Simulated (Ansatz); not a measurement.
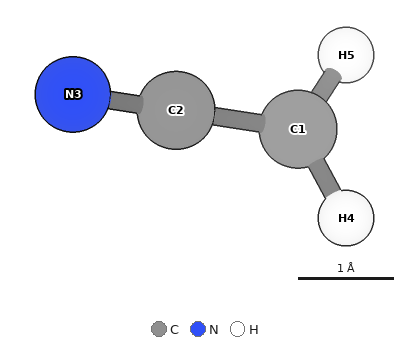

The structure as given in the input (ball-and-stick view, seen at a tilt; atoms are numbered from 1 in the order of the input).

Single-point calculation of C2H2N

C2H2N, multiplicity 2, computed with UKS BHLYP-D4/def2-TZVPP (Ansatz 0.2.0).

The geometry comes from this level: PBE0-D4/def2-TZVP.

**What the program printed**
```
Functional definition: BHLYP
  name "BHLYP"
  cite "Becke, J. Chem. Phys. 98, 1372 (1993) doi:10.1063/1.464304"
  cite "Becke, Phys. Rev. A 38, 3098 (1988) doi:10.1103/PhysRevA.38.3098"
  cite "Lee, Yang & Parr, Phys. Rev. B 37, 785 (1988) doi:10.1103/PhysRevB.37.785"
  parameter a = 0.5
  exchange = (1 - a)*b88_x + a*exact_x
  correlation = lyp_c
729 factors; their error is unknown
mean field evaluation 1: about -3590.7796 eV, gradient 2.5e1 eV
mean field evaluation 2: about -3590.5211 eV, gradient 2.7e1 eV
mean field evaluation 4: about -3593.6881 eV, gradient 1.4e0 eV
mean field evaluation 8: about -3593.7115 eV, gradient 1.2e-1 eV
mean field evaluation 16: about -3593.7414 eV, gradient 7.2e-4 eV
mean field -3593.74136502 eV, -132.0675592392 hartree, gradient 2.4e-5 eV, S^2 0.790194; 0 other end points of the search recorded, 0 dependent functions left out
reference -3593.74149123 eV, -132.0675638773 hartree; 11, 10 occupied and 110, 111 virtual orbitals, 729 factors
Total energy: -3593.80180969 eV, -132.0697805396 hartree
```

This output came from the following input.

**Input file**
```yaml
crystal:
  periodic: [false, false, false]
  atoms:
    - {symbol: C, position_ang: [0.236132, -0.016608, -2.814941]}
    - {symbol: C, position_ang: [0.358572, 0.212220, -1.463377]}
    - {symbol: N, position_ang: [0.462182, 0.405825, -0.319556]}
    - {symbol: H, position_ang: [0.284363, -1.025945, -3.199640]}
    - {symbol: H, position_ang: [0.091591, 0.812705, -3.493486]}
basis:
  gaussian: {orbitals: def2-TZVPP}
magnetization: {spin_polarized: true, initial_magnetization: 1}
hamiltonian: {xc: {name: BHLYP}, dispersion: d4}
```

Run as:
```bash
ansatz run in.yaml --threads 4 --pin off --events-out ev --progress --plain --max-ram 9574MiB
```

**Results in brief**

| quantity | value |
| --- | --- |
| outcome | converged |
| total energy | −3593.8018 eV |
| mean-field energy | −3593.7415 eV |
| dispersion energy | −0.0603 eV |
| ⟨S²⟩ | 0.790 |
| SCF solution under orbital rotations | stable |
| hardware | 4 threads of Arm Neoverse V1, 23 GiB of memory available, shared host |
| wall time | 0.9 s (CPU time 3.1 s) |
| peak memory | 0.41 GiB |
